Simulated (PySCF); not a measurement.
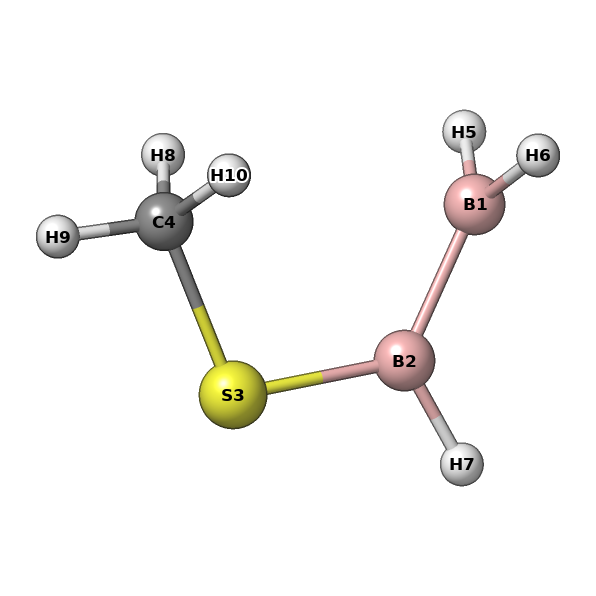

The geometry was computed by an optimisation with GFN2-xTB. No frequency run is at hand to confirm it as a minimum. Level of theory: delta-SCF UKS SCAN, pcX-2 on the ionised atom, pcseg-1 elsewhere, spin-free X2C (PySCF 2.14.0).

Give the core-electron binding energies (to vacuum; p and d levels without spin–orbit splitting) of B1 1s, B2 1s, S3 1s, S3 2p, C4 1s.

| atom | level | binding energy (eV) |
| --- | --- | --- |
| B1 | 1s | 195.8 |
| B2 | 1s | 195.1 |
| S3 | 1s | 2477.2 |
| S3 | 2p | 169.7 |
| C4 | 1s | 291.4 |

The geometry is semi-empirical. Around B such bond lengths and angles can be off by a tenth of an ångström or more and by several degrees, and values that hang on the shape move with them.
